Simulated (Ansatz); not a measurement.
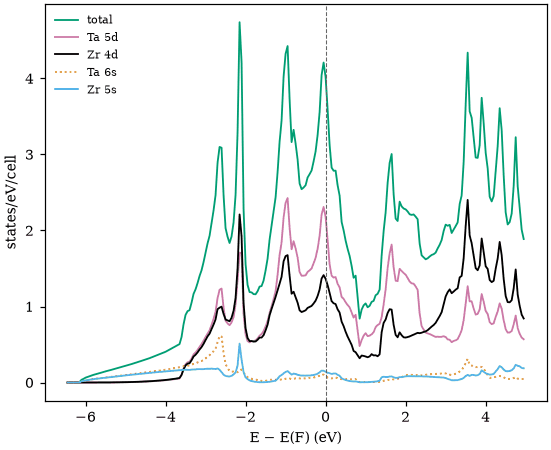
Figure. Total and projected density of states of ZrTa (rock salt, space group No. 225), PBEsol in the plane-wave PAW code Ansatz

### Question
Which orbitals carry the states next to the Fermi level?

### Answer
Within 0.5 eV of the Fermi level: Ta 5d 53 %, Zr 4d 36 %. Projections are on Löwdin-orthogonalised atomic valence shells; empty p or d shells of many metals are not among them.

### Question
Where is the tallest occupied peak in this window, and what makes it?

### Answer
Near -2.1 eV, about 4.7 states/eV per cell; the largest projected share is Zr 4d.

Space group Fm-3m (rock salt). The start of the workflow was typed in or built on a structure type; neither database checked (COD, Materials Project) lists it. Whether it is the stable phase at ambient conditions was not checked. The cell was relaxed with PBEsol under the symmetry of its start. At this level the phase is mechanically unstable. No spin polarisation was allowed. Its formation energy is positive at this level, so the cell may be metastable or incomplete. Spin–orbit coupling is left out wherever it is not named.

Potentials: the earlier of the program's two PAW sets. The files were generated under PBE; for other functionals the program regenerates the frozen cores, and for LDA and PBEsol the local potential too.
